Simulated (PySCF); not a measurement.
# Run report: C9H10OSi, NMR shielding calculation

- system: C9H10OSi
- method: GIAO wB97X-D/pcSseg-2 NMR shielding, non-relativistic, gas phase (PySCF 2.14.0)

The geometry comes from this level: PBE0-D3(BJ)/def2-SVP. Figures and captions count atoms from 1; the log counts them from 0 in places.

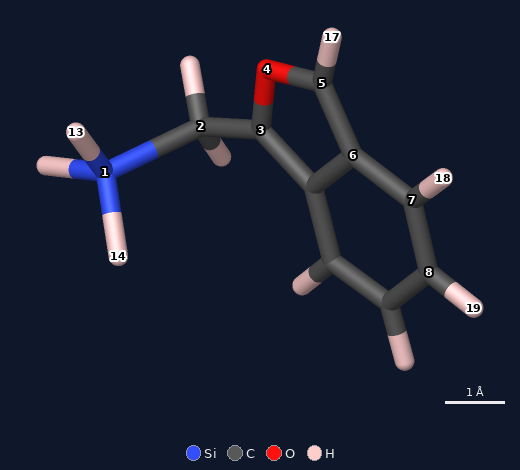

Figure 1. The structure as given in the input (stick view, seen at a tilt; atoms are numbered from 1 in the order of the input). Bond lengths as drawn: C–C 1.37 to 1.48 Å, C–H 1.09 to 1.10 Å, C–O 1.35 Å, C–Si 1.90 Å and H–Si 1.49 to 1.50 Å.

## Summary

```json
{"quantity": "outcome", "value": "converged"}
{"quantity": "total energy", "value": "−713.674264 hartree"}
{"quantity": "HOMO", "value": "−7.11 eV"}
{"quantity": "LUMO", "value": "0.37 eV"}
{"quantity": "dipole moment", "value": "0.55 D"}
{"quantity": "isotropic shielding, Si", "value": "408.3 ppm"}
{"quantity": "isotropic shielding, C", "value": "30.4 to 173.3 ppm"}
{"quantity": "isotropic shielding, O", "value": "6.0 ppm"}
{"quantity": "isotropic shielding, H", "value": "23.4 to 28.7 ppm"}
{"quantity": "hardware", "value": "2 CPU threads, shared host"}
{"quantity": "wall time", "value": "2.5 min (CPU time 5.6 min)"}
{"quantity": "peak memory", "value": "4.7 GiB"}
```

## Input file
```
{"job": {"kind": "nmr", "xc": "wB97X-D", "basis": "pcSseg-2", "pop": false}, "charge": 0, "multiplicity": 1}
Si     3.493997     1.178847     1.319880
C      2.360427    -0.021821     0.375013
C      0.996224    -0.072890     0.947279
O      0.739309    -1.008725     1.879976
C     -0.525941    -0.880206     2.326973
C     -1.132517     0.174033     1.682262
C     -2.427328     0.770368     1.736486
C     -2.685015     1.842777     0.927956
C     -1.693975     2.372927     0.036570
C     -0.441949     1.828119    -0.045999
C     -0.133541     0.708510     0.779139
H      4.867400     1.168052     0.726004
H      3.575681     0.771527     2.753777
H      2.936014     2.561475     1.232127
H      2.318266     0.293891    -0.679650
H      2.810960    -1.026676     0.395145
H     -0.848746    -1.593321     3.079386
H     -3.191638     0.376906     2.410343
H     -3.670023     2.315065     0.954998
H     -1.953917     3.232461    -0.585647
H      0.307362     2.241442    -0.725463
```

The first line tells a small driver script what to run in PySCF; the rest is the geometry in Å.

Command:
```bash
OMP_NUM_THREADS=2 python <driver script> task.json out
```

## Log
```
coarse grid: 18688 points
cycle   1  E = -713.6044917736  dE =  2.333e+00  |g| = 5.172e-01  |ddm| = 3.548e+00
cycle   2  E = -713.6259150914  dE = -2.142e-02  |g| = 4.912e-01  |ddm| = 8.196e-01
cycle   3  E = -713.6662481163  dE = -4.033e-02  |g| = 8.351e-02  |ddm| = 3.648e-01
cycle   4  E = -713.6674071901  dE = -1.159e-03  |g| = 4.165e-02  |ddm| = 9.705e-02
cycle   5  E = -713.6677743954  dE = -3.672e-04  |g| = 1.188e-02  |ddm| = 4.795e-02
cycle   6  E = -713.6678102931  dE = -3.590e-05  |g| = 2.861e-03  |ddm| = 1.598e-02
cycle   7  E = -713.6678134302  dE = -3.137e-06  |g| = 1.081e-03  |ddm| = 5.500e-03
final grid: 177728 points
cycle   8  E = -713.6742544410  dE = -3.869e-04  |g| = 6.166e-03  |ddm| = 1.453e-01
cycle   9  E = -713.6742603343  dE = -5.893e-06  |g| = 3.889e-03  |ddm| = 1.508e-02
cycle  10  E = -713.6742636310  dE = -3.297e-06  |g| = 9.801e-04  |ddm| = 5.344e-03
cycle  11  E = -713.6742638338  dE = -2.028e-07  |g| = 5.650e-04  |ddm| = 1.712e-03
cycle  12  E = -713.6742639092  dE = -7.533e-08  |g| = 9.623e-05  |ddm| = 5.810e-04
cycle  13  E = -713.6742639123  dE = -3.146e-09  |g| = 4.831e-05  |ddm| = 1.888e-04
cycle  14  E = -713.6742639132  dE = -9.104e-10  |g| = 1.664e-05  |ddm| = 1.020e-04
```

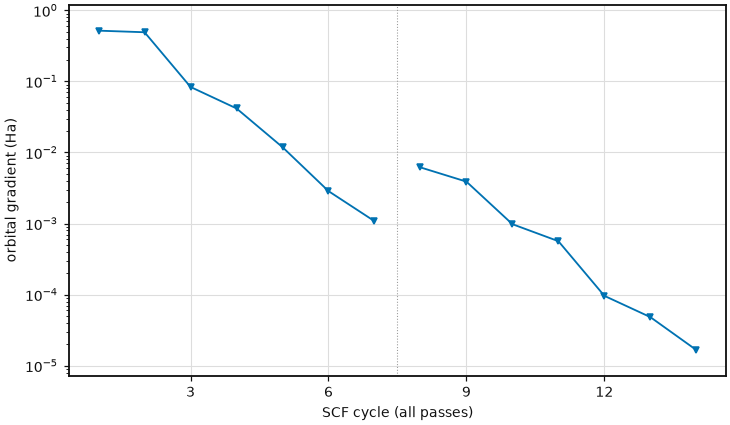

Figure 2. Convergence of the self-consistent field: orbital gradient against the SCF cycle. The dotted line marks the change from a coarse to the final integration grid. The first 7 cycles use a coarse grid, the final grid takes over at cycle 8, and the field converges after 14 cycles in all.

```
converged SCF energy = -713.6742639132

GIAO shielding tensors (ppm)
atom      isotropic    diamagn.    paramagn.     s11        s22        s33       span
  0 Si     408.323     875.752    -467.429    380.227    394.635    450.108     69.880
  1 C      173.277     246.030     -72.752    159.633    165.346    194.853     35.220
  2 C       30.363     259.810    -229.447    -25.874     21.276     95.687    121.561
  3 O        5.961     392.006    -386.046   -116.862    -90.439    225.183    342.045
  4 C       45.108     258.535    -213.427    -16.763     47.233    104.853    121.615
  5 C       47.369     254.937    -207.568    -34.492     16.420    160.178    194.670
  6 C       54.068     251.474    -197.406    -55.330     46.731    170.803    226.133
  7 C       49.029     248.976    -199.947    -65.228     42.510    169.805    235.033
  8 C       51.510     250.931    -199.421    -60.930     45.931    169.529    230.458
  9 C       53.927     255.532    -201.605    -59.259     48.874    172.166    231.425
 10 C       54.641     255.748    -201.108    -21.515     23.459    161.978    183.493
 11 H       27.212      26.898       0.314     24.267     24.499     32.869      8.603
 12 H       27.499      27.009       0.490     23.723     26.705     32.070      8.347
 13 H       27.455      27.698      -0.243     23.333     27.498     31.533      8.200
 14 H       28.634      32.837      -4.202     23.869     28.036     33.998     10.129
 15 H       28.662      31.099      -2.436     23.685     27.730     34.572     10.887
 16 H       23.431      32.077      -8.647     19.245     24.475     26.572      7.327
 17 H       23.759      30.133      -6.374     19.821     23.915     27.541      7.720
 18 H       24.225      27.942      -3.716     20.825     24.435     27.415      6.590
 19 H       24.294      30.766      -6.472     20.738     24.257     27.888      7.149
 20 H       23.728      35.336     -11.607     19.678     22.582     28.925      9.247
```

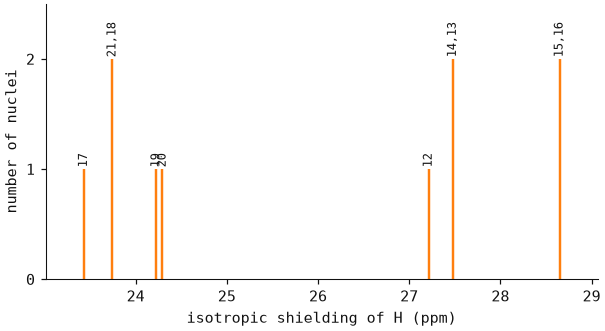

Figure 3. Isotropic shieldings of the hydrogen nuclei in this fixed geometry, labelled by atom number; shielding grows to the right, so chemical shift grows to the left. The least shielded is H17 (23.4 ppm), the most shielded H16 (28.7 ppm).
